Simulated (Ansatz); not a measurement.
# C₃₄H₃₀Si₂: what the fields show

C₃₄H₃₀Si₂ (SMILES C[Si](C)(C)C#CC#Cc1ccc(C#Cc2ccc(C#Cc3ccc(C#C[Si](C)(C)C)cc3)cc2)cc1), 66 atoms.

Geometry: PBE-D4/def2-SVP.

All numbers below come from Ansatz, RKS PBE0-D4/def2-SVP.

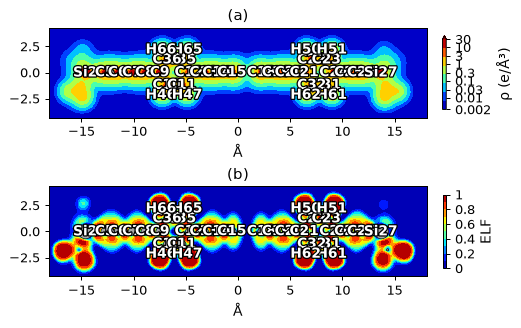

Figure 1. (a) total electron density; (b) ELF on the plane of atoms C10, C11 and H47. Grey discs cover the atomic cores in the ELF map.

> Interpret the plot.

- The section cuts through Si, C and H sites.
- C–C (1.23 Å): ρ is about 2.6 e/Å³ halfway; the ELF peaks at about 0.85 between the atoms; a multiple bond.
- C–Si (1.85 Å): the density is about 0.93 e/Å³ at the midpoint; the ELF peaks at about 0.95 between the atoms: localised, covalent bonding.
- C–H (1.10 Å): ρ is about 1.9 e/Å³ halfway; the ELF climbs to about 1 towards the hydrogen, as it does in any bond to H: an ordinary covalent bond to hydrogen.
- C–C (1.36 Å): ρ at the midpoint is about 2.1 e/Å³; the ELF peaks at about 0.95 between the atoms: localised, covalent bonding.
- C–C (1.42 Å): the density is about 1.9 e/Å³ at the midpoint; the ELF peaks at about 0.95 between the atoms (a covalent bond).

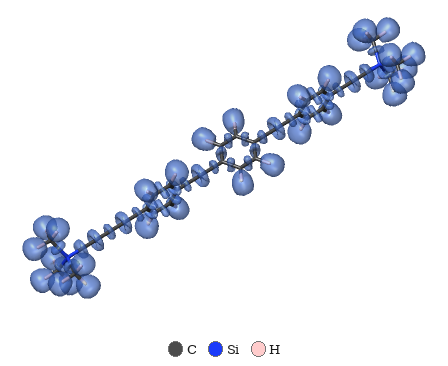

Figure 2. Isosurface of the electron localisation function at 0.8 (blue), seen at an oblique angle. Core shells and regions of very low density are left out.

> Identify the bonds, lone pairs and shells in this picture.

At this value the surface marks out 30 regions between bonded C–C atoms (shared pairs), eight regions between bonded C–Si atoms (shared pairs) and 30 regions around hydrogen nuclei.

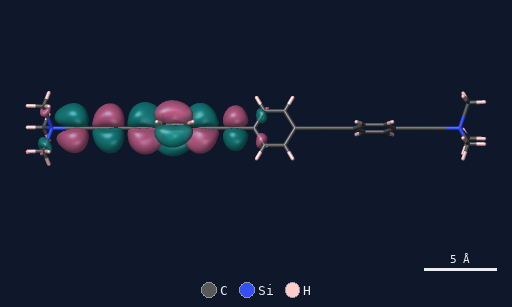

Figure 3. One frontier orbital at ±0.05 Å⁻³ᐟ² (teal and pink are the two phases), seen from one side.

> Which orbital is it: HOMO or LUMO?

The LUMO, at −2.08 eV. It lies mainly on C12 (about 10 %), C9 (about 10 %), C7 (about 10 %), C5 (about 10 %), C8 (about 10 %) and C14 (about 5 %).
